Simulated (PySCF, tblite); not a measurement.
# C₄H₁₀ClFSi₂: geometry, infrared bands and NMR shifts

What infrared bands and NMR shifts should C₄H₁₀ClFSi₂ (`C[C@@H]1[SiH2]C[Si@H]1[C@@H](F)Cl`) show?

Computed with tblite 0.8.0 and PySCF 2.14.0, with density-fitted response routines of our own, on a single molecule in the gas phase. Atoms are numbered from 0 throughout.

### Step 1. The starting structure

18 atoms, charge 0, multiplicity 1; geometry from: force field or distance geometry start.

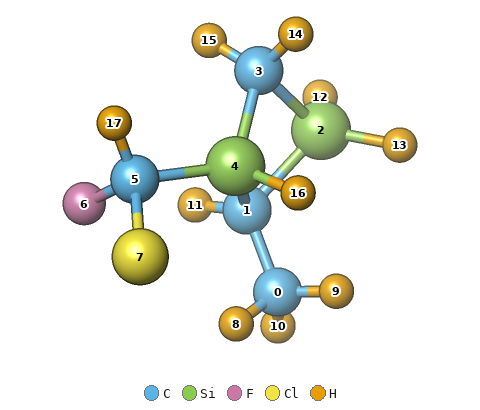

The starting geometry (carbon blue, silicon green, fluorine pink, chlorine yellow, hydrogen amber), atoms numbered.

### Step 2. Optimising the geometry with GFN2-xTB

Job settings and geometry (Å):

```
{"job": {"kind": "relax", "xc": "GFN2-xTB", "basis": "xTB"}, "charge": 0, "multiplicity": 1}
C     -1.257300     1.643400     0.148300
C     -0.682000     0.479900    -0.586100
Si    -1.533200    -1.163500    -0.383800
C      0.185700    -1.888000    -0.261900
Si     0.657100    -0.275900     0.520200
C      2.327700     0.394000     0.145100
F      2.299500     1.097700    -1.057400
Cl     2.732500     1.545700     1.468300
H     -0.413200     2.321700     0.419200
H     -1.729400     1.309800     1.098400
H     -1.946000     2.244700    -0.481600
H     -0.369400     0.692200    -1.609100
H     -2.216300    -1.609700    -1.591900
H     -2.290900    -1.342100     0.853200
H      0.226700    -2.698400     0.489900
H      0.654000    -2.100000    -1.223900
H      0.272700    -0.204800     1.920500
H      3.073300    -0.440400     0.120900
```

On the command line:

```bash
$ OMP_NUM_THREADS=1 python probes_run.py task.json out
```

One launch serves the whole session: the jobs run in the order shown.

Log:

```text
step      E/eV     max force
  0    -716.20332    2.111
  1    -716.41532    0.948
  2    -716.53245    1.009
  3    -716.65561    0.773
  4    -716.76972    0.754
  5    -716.82754    0.590
  6    -716.85940    0.393
  7    -716.88358    0.469
  8    -716.90654    0.407
  9    -716.92698    0.319
 10    -716.94226    0.288
 11    -716.95478    0.322
 12    -716.96763    0.323
 13    -716.98125    0.363
 14    -716.99304    0.299
 15    -717.00128    0.229
 16    -717.00751    0.192
 17    -717.01281    0.203
 18    -717.01786    0.253
 19    -717.02306    0.214
 20    -717.02807    0.190
 21    -717.03271    0.198
 22    -717.03717    0.165
 23    -717.04122    0.144
 24    -717.04447    0.120
 25    -717.04713    0.131
 26    -717.04936    0.120
 27    -717.05123    0.102
 28    -717.05286    0.099
 29    -717.05446    0.113
 30    -717.05630    0.146
 31    -717.05843    0.139
 32    -717.06058    0.131
 33    -717.06249    0.114
 34    -717.06426    0.081
 35    -717.06614    0.100
 36    -717.06817    0.101
 37    -717.07011    0.130
 38    -717.07197    0.121
 39    -717.07411    0.111
 40    -717.07670    0.126
 41    -717.07950    0.122
 42    -717.08209    0.114
 43    -717.08435    0.101
 44    -717.08660    0.141
 45    -717.08907    0.144
 46    -717.09144    0.104
 47    -717.09325    0.097
 48    -717.09463    0.089
 49    -717.09609    0.087
 50    -717.09785    0.104
 51    -717.09958    0.105
 52    -717.10082    0.084
 53    -717.10158    0.106
 54    -717.10261    0.080
 55    -717.10443    0.098
 56    -717.10617    0.125
 57    -717.10877    0.124
 58    -717.11113    0.130
 59    -717.11333    0.093
 60    -717.11507    0.103
 61    -717.11668    0.110
 62    -717.11807    0.093
 63    -717.11904    0.090
 64    -717.11956    0.110
 65    -717.12040    0.055
 66    -717.12113    0.053
 67    -717.12208    0.059
 68    -717.12318    0.081
 69    -717.12439    0.092
 70    -717.12549    0.082
 71    -717.12696    0.093
 72    -717.12831    0.090
 73    -717.12968    0.089
 74    -717.13082    0.090
 75    -717.13186    0.089
 76    -717.13277    0.074
 77    -717.13362    0.050
 78    -717.13439    0.069
 79    -717.13521    0.076
 80    -717.13626    0.093
 81    -717.13780    0.090
 82    -717.13944    0.108
 83    -717.14129    0.072
 84    -717.14222    0.060
 85    -717.14294    0.052
 86    -717.14334    0.046
 87    -717.14385    0.047
 88    -717.14429    0.040
 89    -717.14479    0.045
 90    -717.14533    0.048
 91    -717.14586    0.054
 92    -717.14631    0.049
 93    -717.14673    0.056
 94    -717.14717    0.052
 95    -717.14768    0.052
 96    -717.14823    0.058
 97    -717.14872    0.074
 98    -717.14919    0.070
 99    -717.14965    0.045
100    -717.15015    0.042
101    -717.15045    0.046
102    -717.15087    0.052
103    -717.15119    0.047
104    -717.15144    0.030
105    -717.15158    0.032
106    -717.15171    0.026
107    -717.15185    0.035
108    -717.15202    0.031
109    -717.15216    0.033
110    -717.15233    0.029
111    -717.15252    0.034
112    -717.15273    0.043
113    -717.15292    0.034
114    -717.15308    0.028
115    -717.15321    0.028
116    -717.15330    0.029
117    -717.15338    0.021
118    -717.15344    0.020
119    -717.15351    0.020
120    -717.15358    0.026
121    -717.15363    0.023
122    -717.15367    0.014
123    -717.15371    0.017
124    -717.15375    0.016
125    -717.15380    0.017
126    -717.15384    0.013
127    -717.15387    0.014
128    -717.15390    0.015
129    -717.15394    0.018
130    -717.15400    0.016
131    -717.15405    0.015
132    -717.15409    0.017
133    -717.15412    0.014
134    -717.15415    0.011
135    -717.15418    0.011
136    -717.15422    0.013
137    -717.15426    0.017
138    -717.15431    0.019
139    -717.15438    0.020
140    -717.15445    0.021
141    -717.15453    0.024
142    -717.15464    0.031
143    -717.15481    0.040
144    -717.15501    0.041
145    -717.15519    0.027
146    -717.15532    0.027
147    -717.15545    0.034
148    -717.15559    0.038
149    -717.15574    0.048
150    -717.15586    0.048
151    -717.15598    0.032
152    -717.15608    0.027
153    -717.15617    0.022
154    -717.15625    0.016
155    -717.15632    0.017
156    -717.15640    0.020
157    -717.15650    0.021
158    -717.15657    0.021
159    -717.15663    0.017
160    -717.15669    0.019
161    -717.15678    0.024
162    -717.15689    0.026
163    -717.15701    0.032
164    -717.15714    0.033
165    -717.15730    0.034
166    -717.15746    0.033
167    -717.15769    0.040
168    -717.15786    0.036
169    -717.15805    0.032
170    -717.15815    0.028
171    -717.15823    0.015
172    -717.15826    0.010
173    -717.15827    0.007
```

Run time: 3 s. Hardware: 1 thread of Arm Neoverse N1, shared host; peak memory 0.18 GiB.

Step by step: (not every step is listed)

```
step  energy from step 0 (eV)  largest force (eV/Å)
   0                   0.0000                2.1109
   1                  -0.2120                0.9481
   2                  -0.3291                1.0091
   3                  -0.4523                0.7734
   4                  -0.5664                0.7544
   5                  -0.6242                0.5901
   6                  -0.6561                0.3928
   7                  -0.6803                0.4694
   8                  -0.7032                0.4074
  24                  -0.8412                0.1202
  40                  -0.8734                0.1262
  56                  -0.9029                0.1251
  72                  -0.9250                0.0897
  88                  -0.9410                0.0397
 104                  -0.9481                0.0304
 120                  -0.9503                0.0257
 136                  -0.9509                0.0129
 152                  -0.9528                0.0274
 168                  -0.9545                0.0365
 169                  -0.9547                0.0324
 170                  -0.9548                0.0282
 171                  -0.9549                0.0154
 172                  -0.9549                0.0105
 173                  -0.9550                0.0075
```

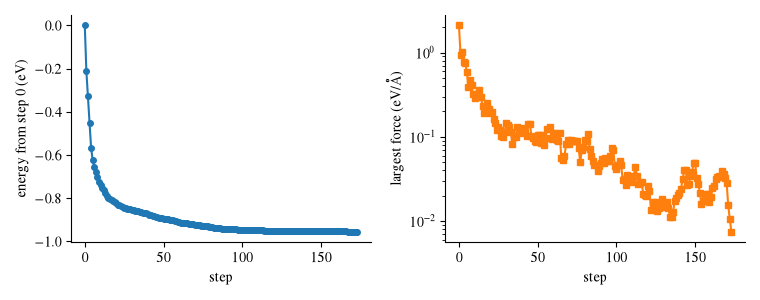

Energy and largest force along the relaxation.

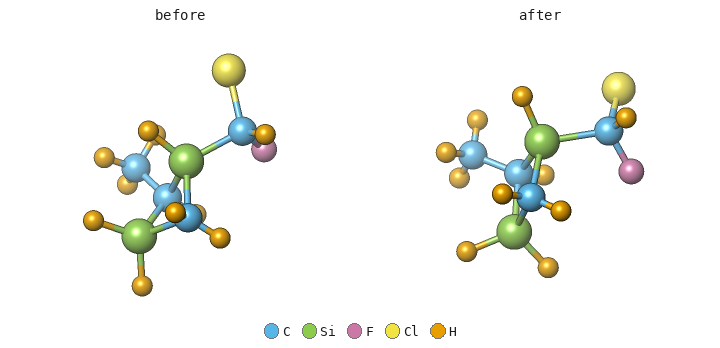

Before and after, at one scale.

Distances of close pairs at the start and the end, largest changes first:

```
  bond  before (Å)  after (Å)  change (Å)
Si4–C5       1.839      1.930      +0.091
C1–Si2       1.862      1.936      +0.074
C3–Si4       1.853      1.913      +0.060
Si2–C3       1.869      1.928      +0.058
 C0–C1       1.491      1.525      +0.034
 C0–H8       1.116      1.089      -0.027
 C5–F6       1.394      1.366      -0.027
C5–H17       1.119      1.092      -0.027
```

The final coordinates are the input of the step that follows.

### Step 3. Infrared spectrum with GFN2-xTB

Job settings and geometry (Å):

```
{"job": {"kind": "ir", "xc": "GFN2-xTB", "basis": "xTB"}, "charge": 0, "multiplicity": 1}
C     -1.638673     1.506625     0.586886
C     -0.633883     0.733215    -0.261250
Si    -1.262346    -0.960624    -0.957648
C      0.026442    -1.826067     0.184895
Si     0.768355    -0.143628     0.712063
C      2.466006     0.123441    -0.166317
F      2.373610    -0.176791    -1.495936
Cl     2.928094     1.838002    -0.014236
H     -1.175398     2.381429     1.040290
H     -2.030835     0.880781     1.386024
H     -2.476942     1.843429    -0.020939
H     -0.262782     1.404186    -1.037809
H     -1.032058    -1.157109    -2.387134
H     -2.654102    -1.259229    -0.613677
H     -0.421587    -2.380753     1.003694
H      0.707510    -2.505631    -0.318800
H      1.009065     0.166727     2.122234
H      3.300766    -0.461683     0.226005
```

Log:

```text
mode    cm-1     km/mol
  1      26.3      0.40
  2      32.3      0.24
  3      73.1      2.11
  4     108.6      0.20
  5     178.9      1.63
  6     220.9      0.85
  7     230.8      0.60
  8     246.7      2.89
  9     330.6     19.92
 10     356.3      1.29
 11     382.2      8.07
 12     443.6     37.09
 13     493.5      9.94
 14     518.9     21.29
 15     586.6     13.05
 16     602.5     47.30
 17     619.6     48.74
 18     661.2     22.19
 19     680.9     54.12
 20     687.3    202.65
 21     707.5    138.34
 22     754.2    259.13
 23     757.3    216.31
 24     782.4    131.88
 25     927.2      1.89
 26     991.7      8.25
 27    1012.5     23.14
 28    1027.4     83.83
 29    1077.1     51.55
 30    1098.3     23.96
 31    1119.9      9.76
 32    1145.1      3.34
 33    1260.2     22.32
 34    1273.9      5.99
 35    1416.9      0.81
 36    1452.2      6.12
 37    1510.8      3.66
 38    1512.0      0.95
 39    2246.9    408.19
 40    2262.2    223.28
 41    2277.3    349.11
 42    2933.0     15.59
 43    2960.4     24.98
 44    3008.2     36.62
 45    3013.7     42.46
 46    3021.3     19.33
 47    3025.9     35.47
 48    3027.3     11.65
```

It took 1.6 s on 1 thread of Arm Neoverse N1, shared host; peak memory 0.18 GiB.

Which atoms move in the most intense modes:

```
cm⁻¹  km/mol                                  atoms
 687   202.7                      C3 24 %, H15 16 %
 708   138.3             C1 24 %, C5 21 %, Si4 15 %
 754   259.1            H12 26 %, C5 24 %, H13 23 %
 757   216.3  C5 22 %, Si4 15 %, H13 13 %, H12 13 %
 782   131.9  C3 31 %, Si4 18 %, H13 16 %, H12 13 %
2247   408.2                               H13 92 %
2262   223.3                               H16 93 %
2277   349.1                               H12 93 %
```

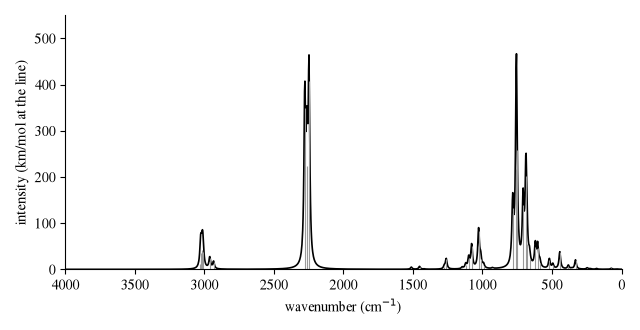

The infrared spectrum from these modes, unscaled. Lines are broadened to a width of 14 cm⁻¹ (Lorentzian).

### Step 4. Shielding tensors: PBE0/pcSseg-1

The job, as its differences from that of step 3:

```diff
@@ -1,2 +1,2 @@
-{"job": {"kind": "ir", "xc": "GFN2-xTB", "basis": "xTB"}, "charge": 0, "multiplicity": 1}
+{"job": {"kind": "nmr", "xc": "PBE0", "basis": "pcSseg-1"}, "charge": 0, "multiplicity": 1}
 C     -1.638673     1.506625     0.586886
```

With the program's defaults for keys left out, this is: GIAO PBE0/pcSseg-1 NMR shielding, non-relativistic, gas phase.

Log:

```text
coarse grid: 16504 points
cycle   1  E = -1296.5605181635  dE =  7.023e-01  |g| = 6.748e-01  |ddm| = 3.834e+00
cycle   2  E = -1296.4563805765  dE =  1.041e-01  |g| = 9.790e-01  |ddm| = 1.331e+00
cycle   3  E = -1296.6609481950  dE = -2.046e-01  |g| = 7.445e-02  |ddm| = 8.415e-01
cycle   4  E = -1296.6618869764  dE = -9.388e-04  |g| = 3.512e-02  |ddm| = 8.796e-02
cycle   5  E = -1296.6621337879  dE = -2.468e-04  |g| = 8.146e-03  |ddm| = 3.133e-02
cycle   6  E = -1296.6621490187  dE = -1.523e-05  |g| = 2.339e-03  |ddm| = 1.159e-02
cycle   7  E = -1296.6621501785  dE = -1.160e-06  |g| = 4.418e-04  |ddm| = 2.671e-03
final grid: 145760 points
cycle   8  E = -1296.7150013702  dE = -3.953e-05  |g| = 8.336e-03  |ddm| = 2.759e-02
cycle   9  E = -1296.7149909961  dE =  1.037e-05  |g| = 1.059e-02  |ddm| = 1.599e-02
cycle  10  E = -1296.7150174424  dE = -2.645e-05  |g| = 9.690e-04  |ddm| = 9.222e-03
cycle  11  E = -1296.7150175832  dE = -1.407e-07  |g| = 3.020e-04  |ddm| = 1.032e-03
cycle  12  E = -1296.7150176002  dE = -1.706e-08  |g| = 5.895e-05  |ddm| = 2.410e-04
cycle  13  E = -1296.7150176009  dE = -6.439e-10  |g| = 2.617e-05  |ddm| = 8.247e-05
converged SCF energy = -1296.7150176009

GIAO shielding tensors (ppm)
atom      isotropic    diamagn.    paramagn.     s11        s22        s33       span
  0 C      171.676     243.104     -71.428    156.962    173.603    184.463     27.501
  1 C      172.616     256.619     -84.003    146.131    184.607    187.109     40.978
  2 Si     378.646     880.997    -502.351    342.589    373.626    419.722     77.133
  3 C      192.711     258.873     -66.162    174.550    197.952    205.632     31.082
  4 Si     351.034     880.422    -529.388    319.745    352.070    381.287     61.541
  5 C       79.665     249.287    -169.622     41.291     76.470    121.235     79.944
  6 F      366.195     475.316    -109.121    280.527    336.773    481.284    200.756
  7 Cl     755.408    1146.346    -390.938    434.659    816.348   1015.217    580.558
  8 H       30.209      28.491       1.718     24.505     28.667     37.454     12.949
  9 H       30.359      29.518       0.841     26.191     29.110     35.776      9.585
 10 H       30.237      28.186       2.052     25.149     27.601     37.962     12.813
 11 H       29.906      32.571      -2.666     26.055     29.559     34.102      8.046
 12 H       26.899      29.927      -3.028     24.208     24.485     32.003      7.795
 13 H       27.176      29.939      -2.764     24.080     25.064     32.384      8.304
 14 H       31.091      31.064       0.027     26.858     27.679     38.736     11.877
 15 H       31.165      31.156       0.009     26.616     28.263     38.617     12.001
 16 H       26.997      29.570      -2.573     23.727     25.699     31.566      7.838
 17 H       25.120      28.575      -3.454     21.519     25.875     27.967      6.448
```

Wall time 70 s (1 thread of Arm Neoverse N1, shared host); peak memory 0.86 GiB.

Shifts follow as δ = σ(reference) − σ, with reference shieldings (ppm) from runs at the same level and on the same kind of geometry: 1H TMS 31.72, 13C TMS 186.9, 29Si TMS 349.2, 19F CFCl3 170.9, 35Cl HCl 950. The references are single molecules in the gas phase, so shifts against H2O, NH3, PH3, H3PO4 or CFCl3 are not on the usual liquid scales and can be off by tens of ppm. Atoms listed in one row are averaged.

```
      atoms                                                environment  σ (ppm)  δ (ppm)  δ scaled to CDCl3
         C5                           sp3 CH bonded to Cl and F and Si     79.7    107.3              102.8
         C0                                              methyl carbon    171.7     15.2               13.0
         C1                                      sp3 CH bonded to 2 Si    172.6     14.3               12.1
         C3                                     sp3 CH2 bonded to 2 Si    192.7     -5.8               -7.6
        H17            hydrogen on an sp3 CH bonded to Cl and F and Si    25.12     6.60               6.32
        H12  hydrogen on a silicon bonded to 2 C, in a 4-membered ring    26.90     4.82                  –
        H16  hydrogen on a silicon bonded to 3 C, in a 4-membered ring    27.00     4.72                  –
        H13  hydrogen on a silicon bonded to 2 C, in a 4-membered ring    27.18     4.54                  –
        H11                       hydrogen on an sp3 CH bonded to 2 Si    29.91     1.81               1.81
H8, H9, H10                                hydrogen on a methyl carbon    30.27     1.45               1.47
        H14                      hydrogen on an sp3 CH2 bonded to 2 Si    31.09     0.63               0.70
        H15                      hydrogen on an sp3 CH2 bonded to 2 Si    31.17     0.55               0.63
        Si4             silicon bonded to 3 C, H, in a 4-membered ring    351.0     -1.9                  –
        Si2           silicon bonded to 2 C, 2 H, in a 4-membered ring    378.6    -29.5                  –
         F6                                  fluorine on an sp3 carbon    366.2   -195.2                  –
        Cl7                                       chlorine bonded to C      755      194                  –
```

The scaled column applies a straight-line fit of computed shieldings to shifts measured in CDCl3, with any fitted terms for Cl, Br or S neighbours, and one for carbons that bear F (root-mean-square error 0.16 ppm for H, 1.9 ppm for C).

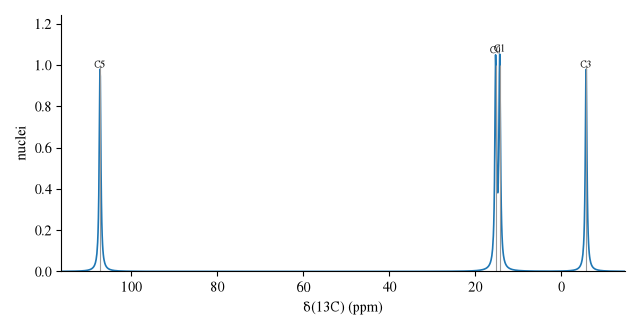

13C lines at the computed shifts, without couplings. Lines are broadened to a width of 0.45 ppm (Lorentzian).

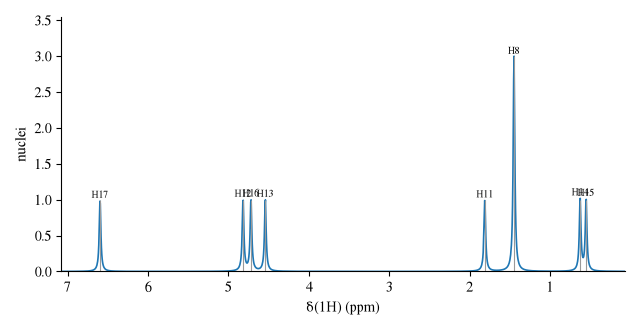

1H lines at the computed shifts, without couplings. Lines are broadened to a width of 0.02 ppm (Lorentzian).

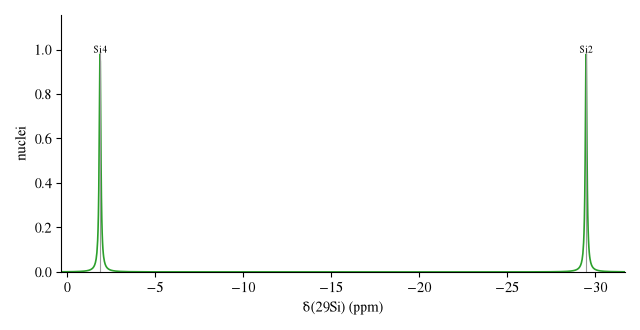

29Si lines at the computed shifts, without couplings. Lines are broadened to a width of 0.11 ppm (Lorentzian).

The run also stored atomic charges by several schemes (e):

```
atoms  Mulliken    IAO  Hirshfeld  ESP fit
   C0     -0.20  -0.40      -0.12    -0.50
   C1     -0.85  -0.64      -0.19    -0.03
  Si2      0.67   0.75       0.34     0.41
   C3     -0.84  -0.83      -0.26    -0.54
  Si4      0.91   0.89       0.35     0.45
   C5     -0.08  -0.08       0.00    -0.27
   F6     -0.30  -0.30      -0.10    -0.11
  Cl7     -0.14  -0.09      -0.07    -0.10
```

IAO charges:

C0 -0.40; C1 -0.64; Si2 0.75; C3 -0.83; Si4 0.89; C5 -0.08; F6 -0.30; Cl7 -0.09; H8 0.14; H9 0.13; H10 0.14; H11 0.16; H12 -0.11; H13 -0.12; H14 0.16; H15 0.16; H16 -0.11; H17 0.16

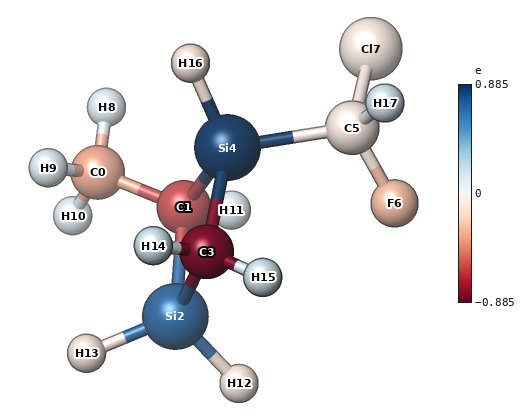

IAO charges, as colours on the atoms.

Mayer bond orders: C0–C1 1.03, C1–Si2 0.87, Si2–C3 0.90, C3–Si4 0.92, Si4–C5 0.76, C5–F6 0.87, C5–Cl7 0.99, Si4–C1 0.90.

Ring of atoms C1, Si2, C3, Si4: NICS(0) -0.6, NICS(1) -1.2, NICS(1)zz 3.7 ppm (means of both faces).

### Step 5. What came out

```
                                                              quantity                                               value
                             strongest single infrared mode (GFN2-xTB)                               2247 cm⁻¹, 408 km/mol
                                          zero-point energy (GFN2-xTB)                                       78.7 kcal/mol
                                13C shifts against TMS (PBE0/pcSseg-1)                         107.3, 15.2, 14.3, -5.8 ppm
1H shifts against TMS (PBE0/pcSseg-1, means over atoms taken as alike)  6.60, 4.82, 4.72, 4.54, 1.81, 1.45, 0.63, 0.55 ppm
                               29Si shifts against TMS (PBE0/pcSseg-1)                                     -1.9, -29.5 ppm
                              19F shifts against CFCl3 (PBE0/pcSseg-1)                                          -195.2 ppm
                               35Cl shifts against HCl (PBE0/pcSseg-1)                                             194 ppm
```

In words: The optimisation took 173 steps and gained 0.955 eV; among the close pairs (by a distance rule), Si4–C5 changed most, from 1.839 to 1.930 Å. All 48 modes are real, so the xTB geometry is a minimum. The strongest single mode, at 2247 cm⁻¹, moves mainly H13. GFN2-xTB is a fitted tight-binding method: band positions and strengths are rough. Its intensities can rank the bands wrongly. The most deshielded hydrogen is H17 (hydrogen on an sp3 CH bonded to Cl and F and Si), at 6.60 ppm: its carbon carries Cl and F, an electronegative neighbour. At PBE0/pcSseg-1: The widest tensor belongs to Cl7: span 581 ppm, with a paramagnetic part of -391 ppm.
